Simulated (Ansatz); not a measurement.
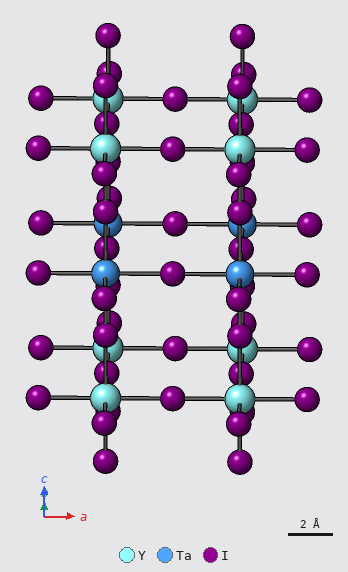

Starting structure of solid YTaI$_{6}$ (a generated structure, set up in P4/mmm) (coarse preliminary run). The picture is a ball-and-stick view of the cell of the calculation, seen from a free direction.

All numbers below come from Ansatz 0.2.0, DFT PBE, scalar-relativistic, plane waves, PAW.

Input
```yaml
crystal:
  lattice:
    - [6.15, 0.0, 0.0]
    - [0.0, 6.15, 0.0]
    - [0.0, 0.0, 12.3]
  atoms:
    - { symbol: "Y", position: [0.0, 0.0, 0.0] }
    - { symbol: Ta, position: [0.0, 0.0, 0.5] }
    - { symbol: I, position: [0.5, 0.0, 0.0] }
    - { symbol: I, position: [0.0, 0.5, 0.0] }
    - { symbol: I, position: [0.0, 0.0, 0.2528421] }
    - { symbol: I, position: [0.5, 0.0, 0.5] }
    - { symbol: I, position: [0.0, 0.5, 0.5] }
    - { symbol: I, position: [0.0, 0.0, 0.7471579] }
basis:
  ecutwfc: 420
kpoints:
  mp_grid: { grid: [4, 4, 2] }
hamiltonian:
  xc: pbe
scf:
  occupations: { method: gaussian, width: 0.1 }
  lower_state_search: "off"
output:
  forces: true
  stress: true
  eigenvalues: true
relax:
  adjacent_minimum: "off"
  f_tol: 0.04
  max_steps: 70
  cell: { stress_tol: 0.4 }
```

Command:
```bash
ansatz run input.yaml --threads 1 --pin off --max-ram 2560MiB --backend cpu --events-out ev --progress --plain --runs-dir out
```

Q: What does the optimiser find from here?

A: The largest moves relative to the cell, 0.085 Å, are those of I5 and I8. I5 goes along +c. Y and Ta stay in place. The volume changes by −15.0 %, with a = b 6.150 → 5.825 Å (−5.3 %), c 12.300 → 11.661 Å (−5.2 %). Among the contacts that change: Ta2–I5 3.040 → 2.798 Å, Y1–I3 3.075 → 2.913 Å, Ta2–I6 3.075 → 2.913 Å, Y1–I5 3.110 → 3.033 Å. The space group stays P4/mmm (No. 123). The energy falls by 104 meV per atom in 3 accepted moves (4 points after the start). Largest force component: 0.72 eV/Å at the start, 0.0059 eV/Å at the end. Pressure: −2.95 GPa at the start and −0.02 GPa at the end. The SCF was repeated once at an unchanged geometry on a basis and grid sized afresh for the cell, which shifted the energy by 0.5 meV per atom at most. The run took 2.8 min on 1 thread of Intel(R) Xeon(R) Processor @ 2.70GHz, with other jobs on the host, peak memory 0.86 GiB.

Final geometry:

```xyz
8
Lattice="5.8250 0.0000 0.0000 0.0000 5.8250 0.0000 0.0000 0.0000 11.6608" Properties=species:S:1:pos:R:3 pbc="T T T"
Y     5.8250    5.8250   11.6608
Ta    5.8250    5.8250    5.8304
I     2.9125    5.8250   11.6608
I     5.8250    2.9125   11.6608
I     5.8250    5.8250    3.0329
I     2.9125    5.8250    5.8304
I     5.8250    2.9125    5.8304
I     5.8250    5.8250    8.6279
```

The end point in the same view:

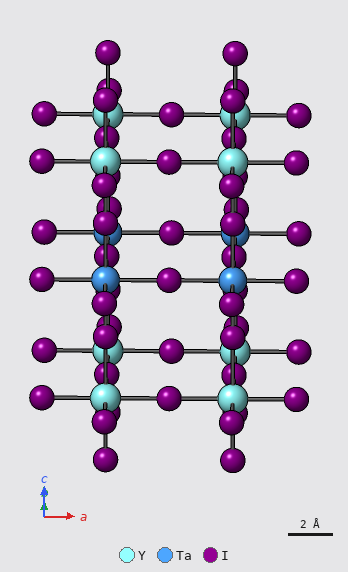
